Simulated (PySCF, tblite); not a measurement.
# C4H12NPSi2: geometry, infrared bands and NMR shifts

Wanted: the infrared bands and NMR shifts of C4H12NPSi2 (`N[Si@@H](P)[C@@H]1CC=C[SiH2]1`), by calculation.

The runs use tblite 0.8.0 and PySCF 2.14.0, with density-fitted response routines of our own; the level of theory stands in each step. All values are computed, except where a source is named. Atoms are numbered from 0 throughout.

### 1 The molecule as given

20 atoms, charge 0, multiplicity 1; geometry from: force field or distance geometry start.

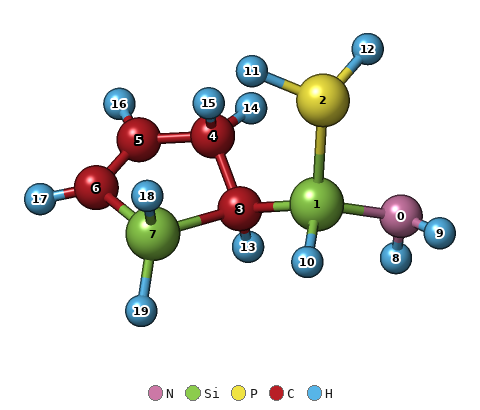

The starting geometry (nitrogen pink, silicon green, phosphorus yellow, carbon red, hydrogen blue), atoms numbered; sticks join atoms by distance.

### 2 Relaxing the molecule with GFN2-xTB

What the job is given:

```
{"job": {"kind": "relax", "xc": "GFN2-xTB", "basis": "xTB"}, "charge": 0, "multiplicity": 1}
N      2.466500    -1.445800    -1.104600
Si     1.399700    -0.870600     0.222000
P      2.371900     0.888500     1.135700
C     -0.301700    -0.514500    -0.411000
C     -0.540800     0.941200    -0.686300
C     -1.969000     1.259400    -0.721500
C     -2.737200     0.580600     0.094600
Si    -1.581100    -0.588900     1.006800
H      1.938400    -2.127300    -1.725000
H      3.257200    -1.976300    -0.693300
H      1.289800    -1.915000     1.264900
H      1.412200     1.737500     1.807100
H      3.146200     1.627000     0.178500
H     -0.626900    -1.185300    -1.216800
H      0.008900     1.288000    -1.597100
H     -0.126700     1.486700     0.225700
H     -2.388800     2.040100    -1.385900
H     -3.810800     0.660800     0.227600
H     -1.071000     0.039100     2.207600
H     -2.141800    -1.914400     1.168000
```

Run with:

```console
OMP_NUM_THREADS=1 python probes_run.py task.json out
```

One launch serves the whole session: the jobs run in the order shown.

**Question.** This job is followed by: GFN2-xTB harmonic vibrations, gas phase; GIAO PBE0/pcSseg-1 NMR shielding, non-relativistic, gas phase. Predict these results of the whole session: strongest single infrared mode (GFN2-xTB); zero-point energy (GFN2-xTB); ¹³C shifts against TMS (PBE0/pcSseg-1); ¹H shifts against TMS (PBE0/pcSseg-1, means over atoms taken as alike); ¹⁵N shifts against NH3 (PBE0/pcSseg-1); ²⁹Si shifts against TMS (PBE0/pcSseg-1); ³¹P shifts against H3PO4 (PBE0/pcSseg-1).

As calculated:

| quantity | value |
| --- | --- |
| strongest single infrared mode (GFN2-xTB) | 2208 cm⁻¹, 423 km/mol |
| zero-point energy (GFN2-xTB) | 90.7 kcal/mol |
| ¹³C shifts against TMS (PBE0/pcSseg-1) | 165.9, 129.0, 40.5, 10.0 ppm |
| ¹H shifts against TMS (PBE0/pcSseg-1, means over atoms taken as alike) | 7.27, 6.04, 5.55, 4.76, 4.47, 2.98, 2.88, 0.94, 0.82, 0.23 ppm |
| ¹⁵N shifts against NH3 (PBE0/pcSseg-1) | 18.3 ppm |
| ²⁹Si shifts against TMS (PBE0/pcSseg-1) | -9.2, -28.1 ppm |
| ³¹P shifts against H3PO4 (PBE0/pcSseg-1) | -314.4 ppm |

What this shows: The optimisation took 154 steps and gained 1.331 eV; among the close pairs (by a distance rule), N0–Si1 changed most, from 1.797 to 1.728 Å. The lowest mode is slightly imaginary (5i cm⁻¹), a soft motion within the noise of the Hessian, so the minimum is not strictly shown. The strongest single mode, at 2208 cm⁻¹, moves mainly H18. Unscaled tight-binding wavenumbers are off by several per cent, some by more. Its intensities can rank the bands wrongly. At PBE0/pcSseg-1: The widest tensor belongs to C5: span 236 ppm, with a paramagnetic part of -235 ppm.
